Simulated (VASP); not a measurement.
Band structure of LaB (relaxed from the NiAs type structure, space group P6_3/mmc). These are PBE GGA, VASP's PBE PAW potentials (set 64) (plane waves; VASP 6.6.1) values and carry that method's errors.

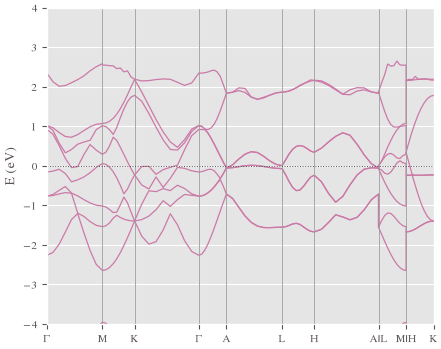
Bands along high-symmetry lines, zero at the valence-band maximum or, without a gap, the Fermi level

Read the plot: is there a gap, and where are the band edges?

It has no gap at this level: it comes out as a metal or semimetal. (Edges off the drawn lines would not show.)

The structure was generated: LaB was put into the NiAs type type (P6_3/mmc), which need not be its known phase. It was relaxed first, which changed the volume by -26 %.
